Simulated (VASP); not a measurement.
Band structure of Ni₃Al (L1_2). Computed with LDA (Ceperley-Alder, Perdew-Zunger) with spin-orbit coupling, VASP's LDA PAW potentials (set 64) (plane waves; VASP).

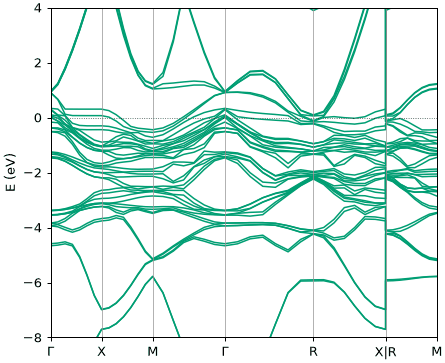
Bands along high-symmetry lines, zero at the valence-band maximum or, without a gap, the Fermi level

Problem. Read the plot: is there a gap, and where are the band edges?

Solution. It has no gap at this level: it comes out as a metal or semimetal.

The compound is Ni3Al in the L1_2 structure. It was relaxed first, which changed the volume by -7 %.
